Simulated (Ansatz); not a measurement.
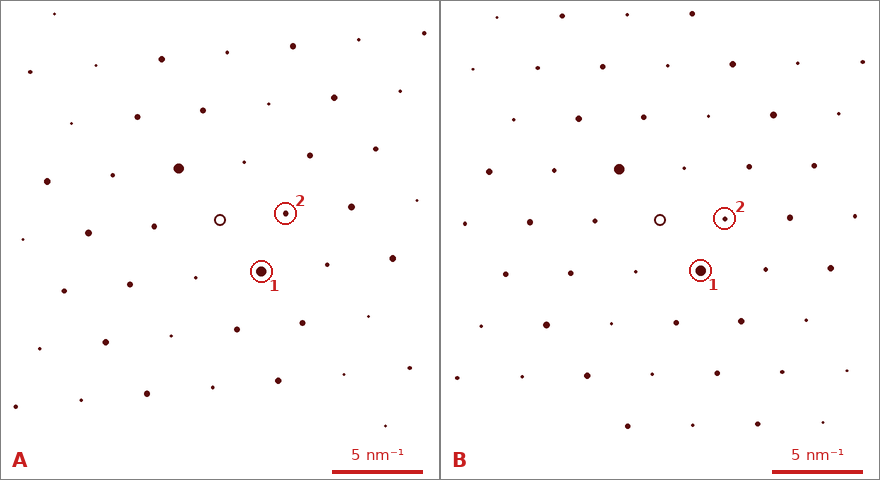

Kinematic electron diffraction patterns (300 kV, B = 0.5 Å², same scale) along [111] of the run's own cell, for the start and the end of one relaxation of ReSb2 with Ansatz, DFT PBE, scalar-relativistic, plane waves, PAW. k mesh 12×12×6. The start is a generated model structure, and the relaxation ends in the nearest stationary point of its symmetry, not necessarily the ground state. Spot 1 is -1 0 1 and spot 2 is 0 -1 1 in both.

Start structure:

```yaml
crystal:
  lattice:
    - [3.60338, 0.00000, 0.00000]
    - [-1.80169, 3.12062, 0.00000]
    - [0.00000, 0.00000, 5.81300]
  atoms:
    - { symbol: Re, position: [0.00000, 0.00000, 0.00000] }
    - { symbol: Sb, position: [0.33333, 0.66667, 0.25200] }
    - { symbol: Sb, position: [0.66667, 0.33333, 0.74800] }
```

Question: Which pattern belongs to the start structure, and which to the relaxed one?

Answer: B is the start: its cell gives d(1) = 2.749 Å, d(2) = 2.749 Å and an angle of 52.3°. A is the relaxed structure, with d(1) = 2.707 Å (-1.5 %), d(2) = 2.707 Å (-1.5 %) and 56.9°.

Question: Name reflections whose intensity changes strongly on relaxation.

Answer: 0 2 -2 goes from 14 to 24 % of the strongest spot; 1 -3 2 goes from 8.4 to 4.7 % of the strongest spot.

Question: What did the relaxation do to the structure and the energy?

Answer: The volume changed by +26.6 % to 27.58 Å³ an atom; with the mean shift removed, the atoms moved by up to 0.23 Å relative to the cell (Sb most); the space group stayed P-3m1 (No. 164); the free energy fell by 450 meV an atom. Relaxed cell: a = 3.283 Å, b = 3.283 Å, c = 8.862 Å, α = 90.00°, β = 90.00°, γ = 120.00°.
